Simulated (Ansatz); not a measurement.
ClFOSi2

```yaml
atoms:
  - { symbol: Cl, position_ang: [1.2031, -1.7547, -1.1174] }
  - { symbol: F, position_ang: [0.2573, 1.4836, 2.0283] }
  - { symbol: O, position_ang: [-0.3701, 0.5497, -0.2459] }
  - { symbol: Si, position_ang: [-1.0307, 0.8176, 1.2672] }
  - { symbol: Si, position_ang: [0.4201, 0.1419, -1.6563] }
```

Geometry: B3LYP-D3(BJ)/def2-SVP.

These are results of Ansatz, isolated molecule in a Gaussian basis; Kohn-Sham density functional theory, functional PBE0, not measurements.

Q: What will maps of the electron density and electron localisation function show?

A: Si–O (1.67 Å): ρ is about 1.1 e/Å³ halfway; the ELF peaks at about 0.85 between the atoms (a shared but strongly polarised pair).
Si–Cl (2.12 Å): ρ at the midpoint is about 0.8 e/Å³; the ELF peaks at about 0.85 between the atoms; a shared but strongly polarised pair.

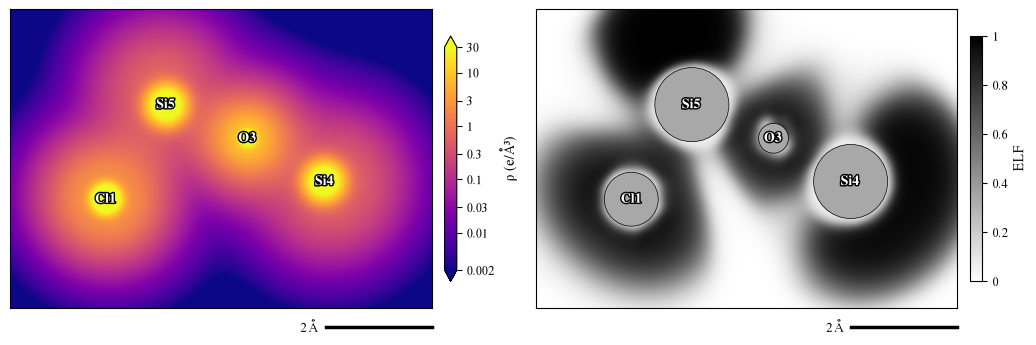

Computed electron density and electron localisation function on the plane of atoms Cl1, Si5 and O3, in this order. Grey discs cover the atomic cores in the ELF map. 
